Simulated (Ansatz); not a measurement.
# BH5NSb: up Jacob's ladder to CCSD(T)

Aim: compute BH5NSb with functionals from several rungs and with coupled cluster, and see how far each lands from CCSD(T) at the basis-set limit for the atomisation energy.

Program: Ansatz 0.2.0, Gaussian basis. Level of theory: functionals in def2-TZVPP, the program's frozen cores in correlated methods. These are calculated values, not measurements.

Plan: LDA (SPW92), PBE-D4, revPBE-D4, BLYP-D4, r2SCAN-D4, B97M-V, PBE0-D4, B3LYP-D4, r2SCANh-D4, r2SCAN0-D4, HSE06-D4, BHLYP-D4, CAM-B3LYP-D4, LC-ωPBE, ωB97X-V, ωB97M-V, B2PLYP, PBE-QIDH; CCSD(T)/def2-SVP; CCSD(T)/def2-TZVPP; MP2/def2-QZVPP; extrapolation to the limit; RPA on PBE.

## (1) The geometry

All runs share one geometry, relaxed beforehand with PBE0-D4 in a triple-zeta def2 set. Sb takes the def2 core potential; no spin-orbit term is included.

SMILES `N[BH][SbH2]`, 8 atoms, charge 0, spin multiplicity 1.

Atoms are counted from 1 here; the program's logs count them from 0.

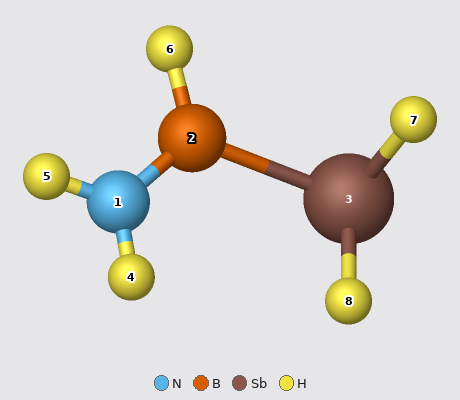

The structure; nitrogen blue, boron orange, antimony brown, hydrogen yellow; atoms are numbered from 1 in the order of the file.

## (2) LDA

This LDA is Slater exchange with PW92 correlation.

Contents of in.yaml:

```yaml
crystal:
  periodic: [false, false, false]
  atoms:
    - {symbol: N, position_ang: [-0.907356, 0.818364, -0.606721]}
    - {symbol: B, position_ang: [0.383267, 0.615001, -0.152749]}
    - {symbol: Sb, position_ang: [1.242751, -1.446801, 0.112156]}
    - {symbol: H, position_ang: [-1.563945, 0.075113, -0.777440]}
    - {symbol: H, position_ang: [-1.287072, 1.736472, -0.774690]}
    - {symbol: H, position_ang: [1.081915, 1.567800, 0.041318]}
    - {symbol: H, position_ang: [1.427459, -1.227286, 1.794817]}
    - {symbol: H, position_ang: [-0.284820, -2.195562, 0.307506]}
basis:
  gaussian: {orbitals: def2-TZVPP}
hamiltonian: {xc: lda}
output: {orbitals: {seedname: orbitals}}
```

The run is started by

```sh
$ ansatz run in.yaml --threads 2 --pin off --events-out ev --progress --plain --max-ram 4352MiB
```

Further steps of the session: PBE-D4 (GGA); revPBE-D4 (GGA); BLYP-D4 (GGA); r2SCAN-D4 (meta-GGA); B97M-V (meta-GGA); PBE0-D4 (hybrid); B3LYP-D4 (hybrid); r2SCANh-D4 (hybrid); r2SCAN0-D4 (hybrid); HSE06-D4 (hybrid); BHLYP-D4 (hybrid); CAM-B3LYP-D4 (range-separated); LC-ωPBE (range-separated); ωB97X-V (range-separated); ωB97M-V (range-separated); B2PLYP (double hybrid); PBE-QIDH (double hybrid); CCSD(T) in def2-SVP; CCSD(T) in def2-TZVPP; MP2 in def2-QZVPP; RPA on PBE orbitals.

**Question.** What will the summary of the whole plan be? Wanted: atomisation energy, CCSD(T)/CBS; farthest beyond LDA; mean size of error, GGA; mean size of error, meta-GGA; mean size of error, hybrid; mean size of error, range-separated; mean size of error, double hybrid; gap, smallest and largest; T1 diagnostic.

**Answer**, as computed:

```
                               quantity                                                                 value
        atomisation energy, CCSD(T)/CBS                                                        586.7 kcal/mol
functionals within 5.9 kcal/mol (1.0 %)  revPBE-D4, r2SCAN-D4, PBE0-D4, r2SCANh-D4, HSE06-D4, ωB97M-V, B2PLYP
                    farthest beyond LDA                                               PBE-D4 (+11.4 kcal/mol)
                mean size of error, GGA                                                          7.8 kcal/mol
           mean size of error, meta-GGA                                                          3.7 kcal/mol
             mean size of error, hybrid                                                          5.5 kcal/mol
    mean size of error, range-separated                                                          6.2 kcal/mol
      mean size of error, double hybrid                                                          6.9 kcal/mol
              gap, smallest and largest                             4.35 eV (LDA (SPW92)), 10.96 eV (LC-ωPBE)
                          T1 diagnostic                                                                0.0140
triples share of the correlation energy                                                                 3.3 %
```

**Reading.** The LDA atomisation energy is off by 88.7 kcal/mol (15 %): it overbinds. PBE-D4 is off by +11.4 kcal/mol. Double hybrids carry the basis error of their MP2 part in triple zeta, and no dispersion term here, so their miss is partly the set-up's. The rungs meta-GGA, hybrid miss on average by less than the doubt on the reference (5.9 kcal/mol), so they tie. The reference freezes the cores and leaves out spin-orbit coupling and excitations past (T), and its outer-core shells are covered unevenly, so misses under about 5.9 kcal/mol can't be ranked. All levels share the lack of spin-orbit coupling, which lowers the free heavy atoms and so the true binding. Hartree-Fock recovers 69 % of the binding; the rest is correlation. CCSD(T) in def2-SVP is off by -43.5 kcal/mol, more than most functionals: a good method in a small basis is no reference. Orbital gaps span 4.4 to 11.0 eV; exact exchange widens them. Correlated methods include outer-core shells of Sb, which these sets cover unevenly.
